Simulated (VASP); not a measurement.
Band structure of ZrB2 (AlB2 type). Calculation: AM05 GGA, VASP's PBE PAW potentials (set 64) (plane waves; VASP).

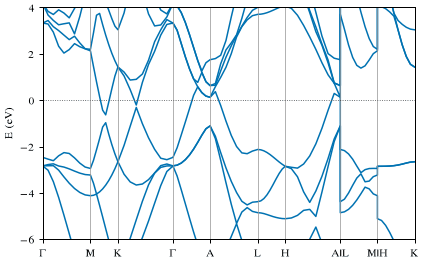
Fig. 1. Bands along high-symmetry lines, zero at the valence-band maximum or, without a gap, the Fermi level

### Question
Read the plot: is there a gap, and where are the band edges?

### Answer
It has no gap at this level: it comes out as a metal or semimetal. (Edges off the drawn lines would not show.)

The compound is ZrB2 in the AlB2 type structure. It was relaxed first.
